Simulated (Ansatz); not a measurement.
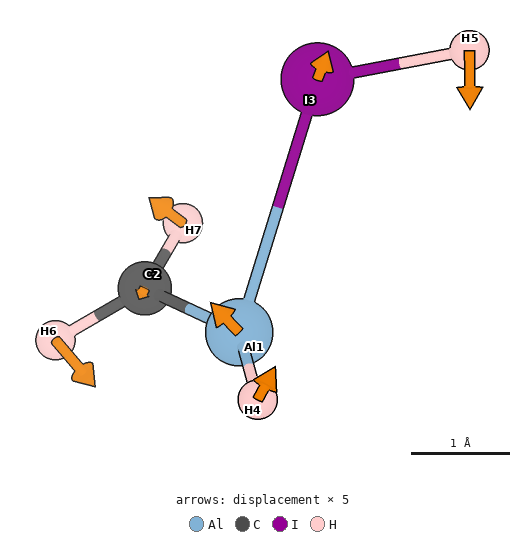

A relaxation of CH4AlI. The starting structure is drawn; orange arrows show the displacements, 5 times their true length. The two geometries are superimposed by the best rigid fit.

The picture is a ball-and-stick view, seen from a free direction.

It is one of the separated reactants of a reaction.

Method: RKS PBE0-D4/def2-TZVP (Ansatz 0.2.0).

Input file:
```yaml
crystal:
  periodic: [false, false, false]
  atoms:
    - {symbol: Al, position_ang: [-0.504036, -0.387430, -0.140800]}
    - {symbol: C, position_ang: [0.338886, 0.759851, 1.008833]}
    - {symbol: I, position_ang: [1.470457, -2.194709, 0.389205]}
    - {symbol: H, position_ang: [-1.780851, -1.141451, -0.716775]}
    - {symbol: H, position_ang: [1.941401, -3.218317, -0.871187]}
    - {symbol: H, position_ang: [-0.193167, 1.545935, 1.576922]}
    - {symbol: H, position_ang: [1.436348, 0.881183, 1.028992]}
basis:
  gaussian: {orbitals: def2-TZVP}
hamiltonian: {xc: pbe0, dispersion: d4}
relax: {f_tol: 0.005, max_steps: 200}
```

Run as
```bash
ansatz run in.yaml --threads 2 --pin off --events-out ev --progress --plain --max-ram 4352MiB
```

Describe the change and its energy.

The largest move after the best rigid fit is that of H6, 0.15 Å. By element the largest moves are H 0.15 Å, Al 0.09 Å, I 0.07 Å, C 0.03 Å. Near-neighbour distances that change, for instance: I3–H5 1.691 → 1.637 Å, Al1–C2 1.830 → 1.803 Å, Al1–I3 2.729 → 2.752 Å, C2–H6 1.106 → 1.087 Å. Bond angles that change, for instance: Al1–I3–H5 117.2° → 112.7°, C2–Al1–I3 87.7° → 90.9°, C2–Al1–H4 153.4° → 156.6°. The energy falls by 0.043 eV in 10 accepted moves (14 points after the start). The largest force component goes from 0.58 to 0.0017 eV/Å. The line search rejected the trial steps at points 2, 7, 9, 12 of the run. The run took 26 s on 2 threads of Intel Xeon 6975P-C (shared host).
